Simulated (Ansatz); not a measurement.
# C2H5F2In: a spread of methods and bases

Aim: run C2H5F2In under a spread of inputs, and see what each costs and gives.

The runs use Ansatz 0.2.0, Gaussian basis; the settings change from run to run.

## Step 1: The geometry

An earlier PBE0-D4 in a triple-zeta def2 set relaxation fixed the geometry. In takes a core potential in def2 sets; no spin-orbit term is included.

SMILES `C[CH2][In]([F])[F]`, 10 atoms, charge 0, spin multiplicity 1.

Atoms are counted from 1 here; the program's logs count them from 0.

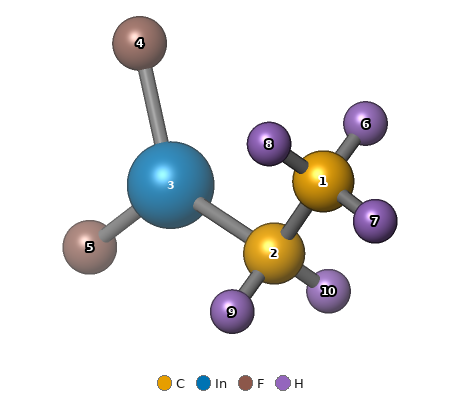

The geometry (carbon amber, indium blue, fluorine brown, hydrogen purple); atoms are numbered from 1 in the order of the file.

As a file:

```
C     0.12419   -1.18813    0.74709
C     0.46997    0.27577    0.52666
In   -0.45803    1.14138   -1.19323
F    -1.66667    0.20564   -2.40096
F    -0.29448    2.95495   -1.87597
H    -0.94712   -1.34072    0.88892
H     0.63058   -1.56480    1.64095
H     0.43242   -1.81430   -0.09198
H     1.54253    0.42903    0.38943
H     0.16662    0.90116    1.36909
```

## Step 2: SPW92/def2-mTZVPP

Options: multiplicity 3, restricted open-shell orbitals.

in.yaml

```yaml
crystal:
  periodic: [false, false, false]
  atoms:
    - {symbol: C, position_ang: [0.124190, -1.188129, 0.747095]}
    - {symbol: C, position_ang: [0.469965, 0.275775, 0.526664]}
    - {symbol: In, position_ang: [-0.458031, 1.141377, -1.193231]}
    - {symbol: F, position_ang: [-1.666675, 0.205637, -2.400959]}
    - {symbol: F, position_ang: [-0.294485, 2.954955, -1.875975]}
    - {symbol: H, position_ang: [-0.947122, -1.340717, 0.888921]}
    - {symbol: H, position_ang: [0.630578, -1.564797, 1.640945]}
    - {symbol: H, position_ang: [0.432424, -1.814299, -0.091978]}
    - {symbol: H, position_ang: [1.542526, 0.429030, 0.389431]}
    - {symbol: H, position_ang: [0.166621, 0.901159, 1.369087]}
basis:
  gaussian: {orbitals: def2-mTZVPP}
magnetization: {spin_polarized: false, initial_magnetization: 2}
hamiltonian: {xc: {name: SPW92}}
```

Command:

```
ansatz run in.yaml --threads 4 --pin off --events-out ev --progress --plain --max-ram 10444MiB
```

The program printed:

```text
Functional definition: SPW92
  name "SPW92"
  cite "Dirac, Proc. Camb. Phil. Soc. 26, 376 (1930) doi:10.1017/S0305004100016108"
  cite "Slater, Phys. Rev. 81, 385 (1951) doi:10.1103/PhysRev.81.385"
  cite "Perdew & Wang, Phys. Rev. B 45, 13244 (1992) doi:10.1103/PhysRevB.45.13244"
  exchange = slater_x
  correlation = pw_c
1326 factors; their error is unknown
mean field evaluation 1: about -12685.7750 eV, gradient 8.2e1 eV
mean field evaluation 2: about -12623.5314 eV, gradient 1.9e2 eV
mean field evaluation 4: about -12698.1383 eV, gradient 2.1e1 eV
mean field evaluation 8: about -12699.5667 eV, gradient 2.7e0 eV
mean field evaluation 16: about -12699.5757 eV, gradient 1.1e-2 eV
mean field evaluation 32: about -12695.3634 eV, gradient 2.7e1 eV
mean field evaluation 64: about -12698.6168 eV, gradient 5.1e0 eV
mean field evaluation 96: about -12680.8917 eV, gradient 6.4e1 eV
mean field -12699.57573429 eV, -466.7008001536 hartree, gradient 3.1e-5 eV, S^2 2.000000; 10 other end points of the search recorded, 0 dependent functions left out
reference -12699.57579146 eV, -466.7008022544 hartree; 29, 27 occupied and 118, 120 virtual orbitals, 1326 factors
Total energy: -12699.57579146 eV, -466.7008022544 hartree
```

Wall time 5.5 s (4 threads of Arm Neoverse V1, shared host).

## Step 3: rPW86-PBE/STO-3G

Options: a point charge of 2.00 e beside it, D3(BJ) dispersion.

Edit in.yaml of step 2 so:

```diff
@@ -14,4 +14,4 @@
 basis:
-  gaussian: {orbitals: def2-mTZVPP}
-magnetization: {spin_polarized: false, initial_magnetization: 2}
-hamiltonian: {xc: {name: SPW92}}
+  gaussian: {orbitals: STO-3G, point_charges: [{charge: 2.00, position_ang: [5.735, 0.359, -0.506]}]}
+hamiltonian: {xc: {name: rPW86-PBE}, dispersion: d3bj}
+output: {forces: true}
```

Launched as before.

The program printed, shortened:

```text
Functional definition: rPW86-PBE
  name "rPW86-PBE"
  cite "Murray, Lee & Langreth, J. Chem. Theory Comput. 5, 2754 (2009) doi:10.1021/ct900365q"
  cite "Perdew, Burke & Ernzerhof, Phys. Rev. Lett. 77, 3865 (1996) doi:10.1103/PhysRevLett.77.3865"
  parent pbe
[...]
725 factors; integrals over basis functions are off by at most 6.9e-5 eV
[...]
mean field -162221.06087196 eV, -5961.5140296604 hartree, gradient 1.9e-5 eV, S^2 0.000000; 0 other end points of the search recorded, 0 dependent functions left out
[...]
reference -162221.06094368 eV, -5961.5140322958 hartree; 42, 42 occupied and 10, 10 virtual orbitals, 725 factors
Total energy: -162221.23361116 eV, -5961.5203777086 hartree
Atom 0 at     0.124190    -1.188129     0.747095 Å, force     0.225977    -0.504661     0.399201 eV/Å
Atom 1 at     0.469965     0.275775     0.526664 Å, force    -1.136555     2.061192    -2.712839 eV/Å
Atom 2 at    -0.458031     1.141377    -1.193231 Å, force    -0.369837    -0.002238    -0.085352 eV/Å
Atom 3 at    -1.666675     0.205637    -2.400959 Å, force     0.938251     0.816742     0.856687 eV/Å
Atom 4 at    -0.294485     2.954955    -1.875975 Å, force    -0.133866    -1.428188     0.429030 eV/Å
Atom 5 at    -0.947122    -1.340717     0.888921 Å, force    -0.565341    -0.030815     0.097578 eV/Å
Atom 6 at     0.630578    -1.564797     1.640945 Å, force     0.182132    -0.414617     0.551609 eV/Å
Atom 7 at     0.432424    -1.814299    -0.091978 Å, force     0.157706    -0.371765    -0.508039 eV/Å
Atom 8 at     1.542526     0.429030     0.389431 Å, force     0.769369    -0.179677     0.284923 eV/Å
Atom 9 at     0.166621     0.901159     1.369087 Å, force    -0.040729     0.061461     0.651273 eV/Å
Dipole moment:    -0.156968     0.008169     0.056178 e Å
```

Wall time 1.9 s (4 threads of Arm Neoverse V1, shared host).

Largest force 3.592 eV/Å, dipole 0.80 D.

## Step 4: SPW92/def2-SVP

Set apart from the defaults: unrestricted orbitals.

Edit in.yaml of step 3 so:

```diff
@@ -14,4 +14,4 @@
 basis:
-  gaussian: {orbitals: STO-3G, point_charges: [{charge: 2.00, position_ang: [5.735, 0.359, -0.506]}]}
-hamiltonian: {xc: {name: rPW86-PBE}, dispersion: d3bj}
-output: {forces: true}
+  gaussian: {orbitals: def2-SVP}
+magnetization: {spin_polarized: true, initial_magnetization: 0}
+hamiltonian: {xc: {name: SPW92}}
```

Launched as before.

The program printed:

```text
Functional definition: SPW92
  name "SPW92"
  cite "Dirac, Proc. Camb. Phil. Soc. 26, 376 (1930) doi:10.1017/S0305004100016108"
  cite "Slater, Phys. Rev. 81, 385 (1951) doi:10.1103/PhysRev.81.385"
  cite "Perdew & Wang, Phys. Rev. B 45, 13244 (1992) doi:10.1103/PhysRevB.45.13244"
  exchange = slater_x
  correlation = pw_c
1218 factors; their error is unknown
mean field evaluation 1: about -12679.0699 eV, gradient 5.9e1 eV
mean field evaluation 2: about -12624.5041 eV, gradient 1.3e2 eV
mean field evaluation 4: about -12693.7743 eV, gradient 1.4e1 eV
mean field evaluation 8: about -12694.6238 eV, gradient 2.3e-1 eV
mean field evaluation 16: about -12694.5769 eV, gradient 1.4e-4 eV
mean field -12694.57686371 eV, -466.5170950482 hartree, gradient 4.6e-5 eV, S^2 0.000000; 0 other end points of the search recorded, 0 dependent functions left out
reference -12694.57691388 eV, -466.5170968917 hartree; 28, 28 occupied and 79, 79 virtual orbitals, 1218 factors
Total energy: -12694.57691388 eV, -466.5170968917 hartree
```

It took 0.85 s on 4 threads of Arm Neoverse V1, shared host.

⟨S²⟩ 0.000.

## Step 5: SVWN5/x2c-TZVPPall

Set apart from the defaults: the search for lower states set to full.

Edit in.yaml of step 4 so:

```diff
@@ -14,4 +14,4 @@
 basis:
-  gaussian: {orbitals: def2-SVP}
-magnetization: {spin_polarized: true, initial_magnetization: 0}
-hamiltonian: {xc: {name: SPW92}}
+  gaussian: {orbitals: x2c-TZVPPall}
+hamiltonian: {xc: {name: SVWN5}}
+scf: {lower_state_search: full}
```

The command is unchanged.

The program printed:

```text
Functional definition: SVWN5
  name "SVWN5"
  cite "Dirac, Proc. Camb. Phil. Soc. 26, 376 (1930) doi:10.1017/S0305004100016108"
  cite "Slater, Phys. Rev. 81, 385 (1951) doi:10.1103/PhysRev.81.385"
  cite "Vosko, Wilk & Nusair, Can. J. Phys. 58, 1200 (1980) doi:10.1139/p80-159"
  exchange = slater_x
  correlation = vwn5_c
1520 factors; their error is unknown
mean field evaluation 1: about -167398.8914 eV, gradient 9.7e1 eV
mean field evaluation 2: about -167326.4752 eV, gradient 2.1e2 eV
mean field evaluation 4: about -167416.4321 eV, gradient 3.1e1 eV
mean field evaluation 8: about -167418.2873 eV, gradient 4.3e-1 eV
mean field evaluation 16: about -167418.2656 eV, gradient 2.4e-4 eV
mean field evaluation 32: about -167369.5140 eV, gradient 8.7e1 eV
mean field -167418.26564270 eV, -6152.5077821931 hartree, gradient 7.8e-5 eV, S^2 0.000000; 0 other end points of the search recorded, 0 dependent functions left out
reference -167418.26568842 eV, -6152.5077838733 hartree; 42, 42 occupied and 212, 212 virtual orbitals, 1520 factors
Total energy: -167418.26568842 eV, -6152.5077838733 hartree
Relativity: scalar
```

It took 2.1 s on 4 threads of Arm Neoverse V1, shared host.

## Step 6: r2SCAN0/def2-SVPD

This run has multiplicity 3, restricted open-shell orbitals, D3(BJ) with three-body dispersion.

Edit in.yaml of step 5 so:

```diff
@@ -14,4 +14,5 @@
 basis:
-  gaussian: {orbitals: x2c-TZVPPall}
-hamiltonian: {xc: {name: SVWN5}}
-scf: {lower_state_search: full}
+  gaussian: {orbitals: def2-SVPD}
+magnetization: {spin_polarized: false, initial_magnetization: 2}
+hamiltonian: {xc: {name: r2SCAN0}, dispersion: d3bjatm}
+output: {forces: true}
```

Same command.

The program printed, shortened:

```text
Functional definition: r2SCAN0
  name "r2SCAN0"
  cite "Bursch, Neugebauer, Ehlert & Grimme, J. Chem. Phys. 156, 134105 (2022) doi:10.1063/5.0086040"
  cite "Furness, Kaplan, Ning, Perdew & Sun, J. Phys. Chem. Lett. 11, 8208 (2020) doi:10.1021/acs.jpclett.0c02405"
  cite "Furness, Kaplan, Ning, Perdew & Sun, J. Phys. Chem. Lett. 11, 9248 (2020) doi:10.1021/acs.jpclett.0c03077"
  parent r2scan
[...]
1667 factors; integrals over basis functions are off by at most 1.1e-3 eV
[...]
mean field -12750.73887169 eV, -468.5810107734 hartree, gradient 4.1e-5 eV, S^2 2.000000; 3 other end points of the search recorded, 0 dependent functions left out
[...]
reference -12750.73889364 eV, -468.5810115801 hartree; 29, 27 occupied and 129, 131 virtual orbitals, 1667 factors
Total energy: -12750.79503121 eV, -468.5830745976 hartree
Atom 0 at     0.124190    -1.188129     0.747095 Å, force    -0.419401     0.929152    -1.040040 eV/Å
Atom 1 at     0.469965     0.275775     0.526664 Å, force     2.622654    -3.589830     5.410709 eV/Å
Atom 2 at    -0.458031     1.141377    -1.193231 Å, force    -1.506723     1.399478    -2.778525 eV/Å
Atom 3 at    -1.666675     0.205637    -2.400959 Å, force    -0.808777    -1.106750    -0.570146 eV/Å
Atom 4 at    -0.294485     2.954955    -1.875975 Å, force     0.436274     1.497274    -0.148437 eV/Å
Atom 5 at    -0.947122    -1.340717     0.888921 Å, force    -0.156329     0.013156     0.124791 eV/Å
Atom 6 at     0.630578    -1.564797     1.640945 Å, force     0.187990     0.085649     0.223148 eV/Å
Atom 7 at     0.432424    -1.814299    -0.091978 Å, force     0.150499    -0.092186    -0.093454 eV/Å
Atom 8 at     1.542526     0.429030     0.389431 Å, force     0.171940     0.285710    -0.865634 eV/Å
Atom 9 at     0.166621     0.901159     1.369087 Å, force    -0.678127     0.578347    -0.262413 eV/Å
Dipole moment:     0.659456    -0.771575     1.296656 e Å
```

It took 19 s on 4 threads of Arm Neoverse V1, shared host; peak memory 0.69 GiB.

Largest force 7.003 eV/Å, dipole 7.91 D.

## Step 7: revPBE0/STO-3G

This run has charge -1, multiplicity 2, restricted open-shell orbitals, D3(BJ) with three-body dispersion.

Edit in.yaml of step 6 so:

```diff
@@ -14,5 +14,5 @@
 basis:
-  gaussian: {orbitals: def2-SVPD}
-magnetization: {spin_polarized: false, initial_magnetization: 2}
-hamiltonian: {xc: {name: r2SCAN0}, dispersion: d3bjatm}
-output: {forces: true}
+  gaussian: {orbitals: STO-3G}
+total_charge: -1
+magnetization: {spin_polarized: false, initial_magnetization: 1}
+hamiltonian: {xc: {name: revPBE0}, dispersion: d3bjatm}
```

The command is unchanged.

The program printed, shortened:

```text
Functional definition: revPBE0
  name "revPBE0"
  cite "Zhang & Yang, Phys. Rev. Lett. 80, 890 (1998) doi:10.1103/PhysRevLett.80.890"
  cite "Adamo & Barone, J. Chem. Phys. 110, 6158 (1999) doi:10.1063/1.478522"
  cite "Perdew, Burke & Ernzerhof, Phys. Rev. Lett. 77, 3865 (1996) doi:10.1103/PhysRevLett.77.3865"
[...]
727 factors; integrals over basis functions are off by at most 5.0e-5 eV
[...]
mean field -162168.82350798 eV, -5959.5943419418 hartree, gradient 4.0e-5 eV, S^2 0.750000; 2 other end points of the search recorded, 0 dependent functions left out
reference -162168.82352874 eV, -5959.5943427046 hartree; 43, 42 occupied and 9, 10 virtual orbitals, 727 factors
Total energy: -162169.19401499 eV, -5959.6079578233 hartree
```

Wall time 1.3 s (4 threads of Arm Neoverse V1, shared host).

## Step 8: revPBE0/def2-TZVPD

This run has multiplicity 3, D3(BJ) dispersion, the search for lower states set to full.

Edit in.yaml of step 7 so:

```diff
@@ -14,5 +14,5 @@
 basis:
-  gaussian: {orbitals: STO-3G}
-total_charge: -1
-magnetization: {spin_polarized: false, initial_magnetization: 1}
-hamiltonian: {xc: {name: revPBE0}, dispersion: d3bjatm}
+  gaussian: {orbitals: def2-TZVPD}
+magnetization: {spin_polarized: true, initial_magnetization: 2}
+hamiltonian: {xc: {name: revPBE0}, dispersion: d3bj}
+scf: {lower_state_search: full}
```

Launched as before.

The program printed, shortened:

```text
Functional definition: revPBE0
  name "revPBE0"
  cite "Zhang & Yang, Phys. Rev. Lett. 80, 890 (1998) doi:10.1103/PhysRevLett.80.890"
  cite "Adamo & Barone, J. Chem. Phys. 110, 6158 (1999) doi:10.1063/1.478522"
  cite "Perdew, Burke & Ernzerhof, Phys. Rev. Lett. 77, 3865 (1996) doi:10.1103/PhysRevLett.77.3865"
[...]
1510 factors; their error is unknown
[...]
mean field -12760.90653852 eV, -468.9546656375 hartree, gradient 4.0e-5 eV, S^2 2.006892; 9 other end points of the search recorded, 0 dependent functions left out
reference -12760.90662731 eV, -468.9546689003 hartree; 29, 27 occupied and 226, 228 virtual orbitals, 1510 factors
Total energy: -12761.27729196 eV, -468.9682905752 hartree
```

Run time: 51 s. Hardware: 4 threads of Arm Neoverse V1, shared host; peak memory 1.3 GiB.

⟨S²⟩ 2.007.

## Step 9: RPA/def2-SVP

Options: charge -1, multiplicity 2.

Edit in.yaml of step 8 so:

```diff
@@ -14,5 +14,6 @@
 basis:
-  gaussian: {orbitals: def2-TZVPD}
-magnetization: {spin_polarized: true, initial_magnetization: 2}
-hamiltonian: {xc: {name: revPBE0}, dispersion: d3bj}
-scf: {lower_state_search: full}
+  gaussian: {orbitals: def2-SVP}
+total_charge: -1
+magnetization: {spin_polarized: true, initial_magnetization: 1}
+hamiltonian: {xc: {name: HF}}
+correlation: {method: rpa}
```

The command is unchanged.

The program printed, shortened:

```text
Functional definition: HF
  name "HF"
  cite "Fock, Z. Phys. 61, 126 (1930) doi:10.1007/BF01340294"
  parent pbe
[...]
1143 factors; integrals over basis functions are off by at most 1.5e-3 eV
[...]
mean field -12694.55381859 eV, -466.5162481554 hartree, gradient 2.0e-6 eV, S^2 0.755854; 4 other end points of the search recorded, 0 dependent functions left out
8 core orbitals not correlated: weight in the atoms' cores, before any rotation towards them, 1.000 or more for the frozen orbitals, at most 0.000 for the correlated occupied ones
reference -12694.55381859 eV, -466.5162481554 hartree; 21, 20 occupied and 78, 79 virtual orbitals, 1143 factors
Total energy: -12717.80096154 eV, -467.3705649014 hartree
```

Wall time 4 s (4 threads of Arm Neoverse V1, shared host).

⟨S²⟩ 0.756.

## Step 10: BHLYP/def2-SVPD

This run has multiplicity 3, a point charge of 0.50 e beside it, D3(BJ) with three-body dispersion.

Edit in.yaml of step 9 so:

```diff
@@ -14,6 +14,4 @@
 basis:
-  gaussian: {orbitals: def2-SVP}
-total_charge: -1
-magnetization: {spin_polarized: true, initial_magnetization: 1}
-hamiltonian: {xc: {name: HF}}
-correlation: {method: rpa}
+  gaussian: {orbitals: def2-SVPD, point_charges: [{charge: 0.50, position_ang: [4.271, 0.923, 0.815]}]}
+magnetization: {spin_polarized: true, initial_magnetization: 2}
+hamiltonian: {xc: {name: BHLYP}, dispersion: d3bjatm}
```

Same command.

The program printed:

```text
Functional definition: BHLYP
  name "BHLYP"
  cite "Becke, J. Chem. Phys. 98, 1372 (1993) doi:10.1063/1.464304"
  cite "Becke, Phys. Rev. A 38, 3098 (1988) doi:10.1103/PhysRevA.38.3098"
  cite "Lee, Yang & Parr, Phys. Rev. B 37, 785 (1988) doi:10.1103/PhysRevB.37.785"
  parameter a = 0.5
  exchange = (1 - a)*b88_x + a*exact_x
  correlation = lyp_c
1568 factors; their error is unknown
mean field evaluation 1: about -12741.2094 eV, gradient 4.2e1 eV
mean field evaluation 2: about -12732.5703 eV, gradient 6.8e1 eV
mean field evaluation 4: about -12748.0981 eV, gradient 2.2e0 eV
mean field evaluation 8: about -12748.1413 eV, gradient 1.5e-1 eV
mean field evaluation 16: about -12748.3815 eV, gradient 2.5e-3 eV
mean field -12748.38152786 eV, -468.4943799856 hartree, gradient 4.2e-5 eV, S^2 2.010859; 2 other end points of the search recorded, 0 dependent functions left out
reference -12748.38173871 eV, -468.4943877343 hartree; 29, 27 occupied and 129, 131 virtual orbitals, 1568 factors
Total energy: -12748.64040491 eV, -468.5038935415 hartree
```

Run time: 6.5 s. Hardware: 4 threads of Arm Neoverse V1, shared host; peak memory 0.56 GiB.

⟨S²⟩ 2.011.

## Step 11: All runs side by side

```tsv
level	charge	multiplicity	geometry	functions	energy (eV)	time
SPW92/def2-mTZVPP	0	3	relaxed	147	-12699.576	5.5 s
rPW86-PBE/STO-3G	0	1	relaxed, point charge	52	-162221.234	1.9 s
SPW92/def2-SVP	0	1	relaxed	107	-12694.577	0.85 s
SVWN5/x2c-TZVPPall	0	1	relaxed	254	-167418.266	2.1 s
r2SCAN0/def2-SVPD	0	3	relaxed	158	-12750.795	19 s
revPBE0/STO-3G	-1	2	relaxed	52	-162169.194	1.3 s
revPBE0/def2-TZVPD	0	3	relaxed	255	-12761.277	51 s
RPA/def2-SVP	-1	2	relaxed	107	-12717.801	4 s
BHLYP/def2-SVPD	0	3	relaxed, point charge	158	-12748.640	6.5 s
```

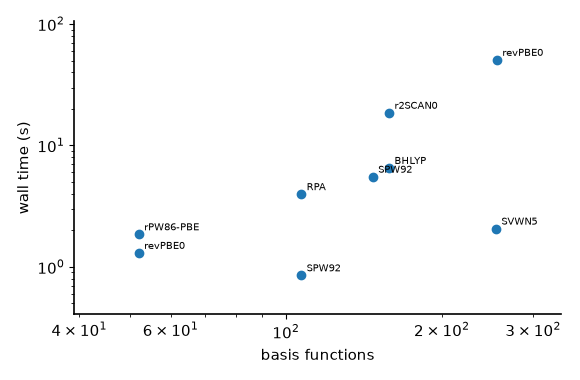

Wall time against the number of basis functions (shared host).

## Step 12: What came out

```
                                         quantity                     value
                                             runs                         9
                                         quickest    SPW92/def2-SVP, 0.85 s
                                          slowest  revPBE0/def2-TZVPD, 51 s
spread of total energies, same state and geometry               154723.7 eV
```

In words: Run time spans a factor of 59, from SPW92/def2-SVP to revPBE0/def2-TZVPD. The jobs differ in tasks and options as well as level. Total energies at one charge and spin differ by 154724 eV between levels, so only differences within one level mean anything. Some of these runs are scalar-relativistic and others not, which shifts the totals of all-electron atoms past neon by eV; core potentials, where a basis has them, take the core out of the total altogether.
